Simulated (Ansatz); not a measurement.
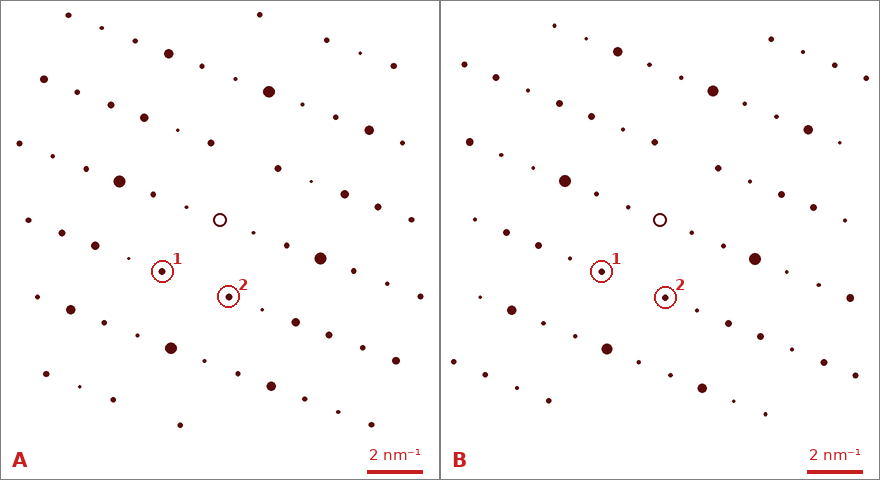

Kinematic electron diffraction patterns (200 kV, B = 0.5 Å², same scale) along [010] of the run's own cell, for the start and the end of one relaxation of As2Au with DFT PBE, scalar-relativistic, plane waves, PAW (Ansatz 0.2.0). k mesh 10×10×6. The start is a generated model structure, and the relaxation ends in the nearest stationary point of its symmetry, not necessarily the ground state. Spot 1 is -1 0 -1 and spot 2 is -1 0 1 in both.

Start structure:

```
As Au
1.0
     3.95370    0.00000    0.00000
     0.00000    3.95370    0.00000
     0.00000    0.00000    7.58267
As Au
4 2
Cartesian
  0.0000 0.0000 0.0000
  1.9768 1.9768 0.0000
  0.0000 1.9768 2.7682
  1.9768 0.0000 4.8145
  0.0000 1.9768 5.3355
  1.9768 0.0000 2.2471
```

> Which pattern belongs to the start structure, and which to the relaxed one?

A is the start: its cell gives d(1) = 3.506 Å, d(2) = 3.506 Å and an angle of 55.1°. B is the relaxed structure, with d(1) = 3.487 Å (-0.5 %), d(2) = 3.487 Å (-0.5 %) and 52.3°.

> Name reflections whose intensity changes strongly on relaxation.

1 0 -3 goes from 22 to 9.9 % of the strongest spot.

> Summarise the relaxation behind the change.

The volume changed by +0.7 % to 19.90 Å³ an atom; with the mean shift removed, the atoms moved by up to 0.11 Å relative to the cell (Au most); the space group stayed P4/nmm (No. 129); the free energy fell by 6.2 meV an atom. Relaxed cell: a = 3.884 Å, b = 3.884 Å, c = 7.914 Å, α = 90.00°, β = 90.00°, γ = 90.00°.
